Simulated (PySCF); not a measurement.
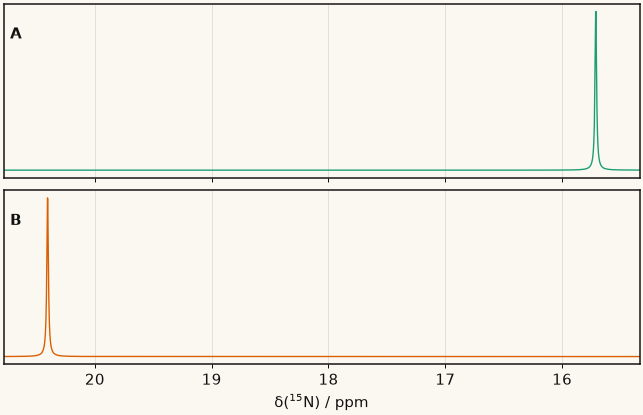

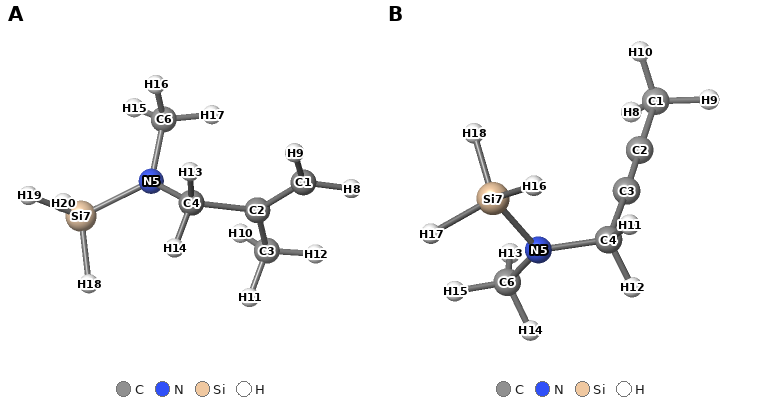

Related molecules: A is C₅H₁₃NSi, SMILES C=C(C)CN(C)[SiH3]; B is C₅H₁₁NSi, SMILES CC#CCN(C)[SiH3]. GIAO ¹⁵N shifts against NH₃ (¹⁵N: a single molecule, while the usual scales start at liquid NH₃ or nitromethane; multiply bonded nitrogen can come out tens of ppm too deshielded), PBE0/pcSseg-1 with PySCF, at a PBE0-D3(BJ)/def2-SVP geometry (no frequency check); fully decoupled, line heights follow the number of nuclei within a panel, widths are arbitrary (no quadrupolar broadening); values of one conformer, averaged over nuclei that symmetry, rotation about single bonds or inversion at nitrogen exchange, these motions taken as fast; other conformers aren't averaged in.

**How does the ¹⁵N shift respond?**

From A (15.7 ppm) to B (20.4 ppm) the nucleus is deshielded by 4.7 ppm.
